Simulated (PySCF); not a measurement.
**Mn²⁺: interval between two levels with spin-orbit coupling**

Each state of manganese is computed at each level; their differences give the interval between two levels. How far do the methods differ?

Method: two-component X2C-1e, generalised determinants. Code: PySCF 2.14.0.

**1. What is computed**

```
Element                                   : manganese (Z = 25)
Basis                                     : x2c-TZVPall-2c (6s7p4d1f, 54 functions)
Hamiltonian                               : two-component X2C-1e, Gaussian nucleus, no Breit or QED terms; spin-orbit coupling, run by run: off; screened by Boettger's factors
Core shells frozen in the correlated runs : [Ne] (for Mn²⁺)
State 1                                   : Mn²⁺ 3d4 4p1 6F11/2: [Ar] 3d4 4p1; 3d5/2 filled at m_j = -1/2, +1/2, +3/2, +5/2; 4p3/2 filled at m_j = +3/2
Needed too, but not shown                 : Mn²⁺ [Ar] 3d5 (6S)
Methods                                   : GHF, GMP2
```

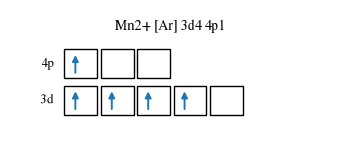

The shells outside the core, filled by Hund's rule for the drawing.

A driver program built on PySCF's X2C-1e integrals ran all steps in one process from the settings above; there is no separate input file.

The driver's launch:

```
$ OMP_NUM_THREADS=1 python sorun2.py TASK.json OUT
```

The integrals over 54 functions and the set-up took 0.5 s of CPU time.

**2. Mn²⁺ 3d4 4p1 6F11/2, method by method**

#### GHF (spin-free)

Log:

```text
cycle= 1 E= -1156.0442036201  delta_E= -1.16e+03  |FDS-SDF|= 0.0739
cycle= 2 E= -1156.1106875410  delta_E= -0.0665  |FDS-SDF|= 0.0309
cycle= 3 E= -1156.1190454884  delta_E= -0.00836  |FDS-SDF|= 0.00546
cycle= 4 E= -1156.1195883976  delta_E= -0.000543  |FDS-SDF|= 0.000651
cycle= 5 E= -1156.1195960882  delta_E= -7.69e-06  |FDS-SDF|= 0.000131
cycle= 6 E= -1156.1195964877  delta_E= -3.99e-07  |FDS-SDF|= 2.34e-05
cycle= 7 E= -1156.1195965134  delta_E= -2.58e-08  |FDS-SDF|= 7.52e-06
cycle= 8 E= -1156.1195965164  delta_E= -2.97e-09  |FDS-SDF|= 5.18e-07
cycle= 9 E= -1156.1195965164  delta_E= -8.64e-12  |FDS-SDF|= 3.34e-07
```

It took 0.57 s on 1 thread of Neoverse-V1, shared host, the integrals not counted.

Occupied spinors (without spin-orbit coupling the j labels only name the start):

```tsv
spinor shell	electrons	mean energy (eV)	weight of the nominal j	rms radius (bohr)
1s1/2	2	-6625.6	1.000	0.0703
2s1/2	2	-831.35	1.000	0.302
2p3/2	4	-705.02	0.833	0.273
2p1/2	2	-704.69	0.667	0.273
3s1/2	2	-132.08	1.000	0.906
3p3/2	4	-94.462	0.833	0.967
3p1/2	2	-92.754	0.667	0.967
3d5/2	4	-43.116	0.700	1.16
4p3/2	1	-19.479	1.000	3.16
```

M_J = 11/2, ⟨J²⟩ = 35.754, ⟨L²⟩ = 12.003, ⟨S²⟩ = 8.751.

#### GMP2 (spin-free)

No log was kept for this step.

It took 0.19 s on 1 thread of Neoverse-V1, shared host, the integrals not counted.

With 13 electrons correlated and 6 very high virtual spinors dropped, the MP2 correlation energy is -0.28736 hartree. Largest pairs: 3d5/2-3p3/2 -0.0715, 3p1/2-3p3/2 -0.0403, 3d5/2-3p1/2 -0.0389, 3d5/2-3d5/2 -0.0298, 3p3/2-3p3/2 -0.0283.

#### GHF (screened spin-orbit)

Log:

```text
cycle= 1 E= -1156.0570717446  delta_E= -1.16e+03  |FDS-SDF|= 0.0738
cycle= 2 E= -1156.1229266898  delta_E= -0.0659  |FDS-SDF|= 0.0308
cycle= 3 E= -1156.1312119129  delta_E= -0.00829  |FDS-SDF|= 0.00549
cycle= 4 E= -1156.1317617995  delta_E= -0.00055  |FDS-SDF|= 0.000835
cycle= 5 E= -1156.1317791215  delta_E= -1.73e-05  |FDS-SDF|= 0.000461
cycle= 6 E= -1156.1317888498  delta_E= -9.73e-06  |FDS-SDF|= 0.000356
cycle= 7 E= -1156.1318036640  delta_E= -1.48e-05  |FDS-SDF|= 0.00013
cycle= 8 E= -1156.1318056245  delta_E= -1.96e-06  |FDS-SDF|= 4.75e-05
cycle= 9 E= -1156.1318057842  delta_E= -1.6e-07  |FDS-SDF|= 2.66e-05
cycle= 10 E= -1156.1318058329  delta_E= -4.88e-08  |FDS-SDF|= 1.7e-05
cycle= 11 E= -1156.1318058631  delta_E= -3.01e-08  |FDS-SDF|= 5.63e-06
cycle= 12 E= -1156.1318058646  delta_E= -1.53e-09  |FDS-SDF|= 4.52e-06
cycle= 13 E= -1156.1318058661  delta_E= -1.5e-09  |FDS-SDF|= 3.31e-06
cycle= 14 E= -1156.1318058677  delta_E= -1.64e-09  |FDS-SDF|= 3.87e-07
cycle= 15 E= -1156.1318058677  delta_E= -1.32e-11  |FDS-SDF|= 6.31e-08
```

It took 0.82 s on 1 thread of Neoverse-V1, shared host, the integrals not counted.

The outer occupied spinors:

```tsv
spinor shell	electrons	mean energy (eV)	weight of the nominal j	rms radius (bohr)
2s1/2	2	-831.36	1.000	0.302
2p1/2	2	-712.09	0.983	0.271
2p3/2	4	-701.44	0.992	0.274
3s1/2	2	-132.10	1.000	0.906
3p3/2	4	-94.259	0.832	0.968
3p1/2	2	-93.248	0.664	0.964
3d5/2	4	-43.122	0.690	1.16
4p3/2	1	-19.442	1.000	3.17
```

M_J = 11/2, ⟨J²⟩ = 35.754, ⟨L²⟩ = 12.009, ⟨S²⟩ = 8.748. Rows whose weight is well below 1 mix j = l ± 1/2: exchange competes with spin-orbit coupling there.

#### GMP2 (screened spin-orbit)

No log was kept for this step.

Time after the integrals: 0.19 s (1 thread of Neoverse-V1, shared host).

With 13 electrons correlated and 6 very high virtual spinors dropped, the MP2 correlation energy is -0.28725 hartree. Largest pairs: 3d5/2-3p3/2 -0.0716, 3p1/2-3p3/2 -0.0405, 3d5/2-3p1/2 -0.0389, 3d5/2-3d5/2 -0.0298, 3p3/2-3p3/2 -0.0283.

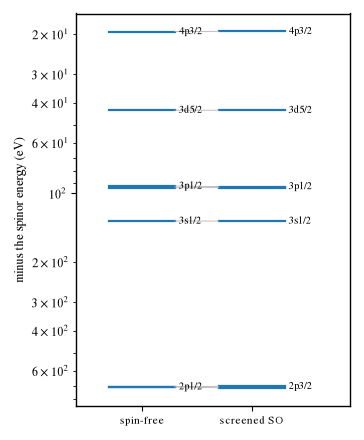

The highest 7 spinor levels of Mn²⁺ 3d4 4p1 6F11/2 on a logarithmic scale, without and with spin-orbit coupling.

**3. Differences of total energies**

Interval between two levels: Mn²⁺ [Ar] 3d5 [3d5/2^5, M_J = 5/2] → Mn²⁺ [Ar] 3d4 4p1 [3d5/2^4 4p3/2^1, M_J = 11/2].

```tsv
method	value (eV)
GHF (spin-free)	13.042
GMP2 (spin-free)	13.675
GHF (screened spin-orbit)	13.127
GMP2 (screened spin-orbit)	13.763
```

The differences also use runs on Mn²⁺ [Ar] 3d5 (6S), which are not shown here.

**4. Outcome**

```
                                          quantity                                                         value
interval between two levels, Mn²⁺ → 3d4 4p1 6F11/2  GHF (spin-free) 13.042, GMP2 (screened spin-orbit) 13.763 eV
```

In words: The methods span 0.722 eV, from GHF (spin-free) (13.042) to GMP2 (screened spin-orbit) (13.763). No reference value is at hand in this session. Spin-orbit coupling moves the difference by +0.089 eV at GMP2. All values hold for this basis alone; no basis-set limit was taken.
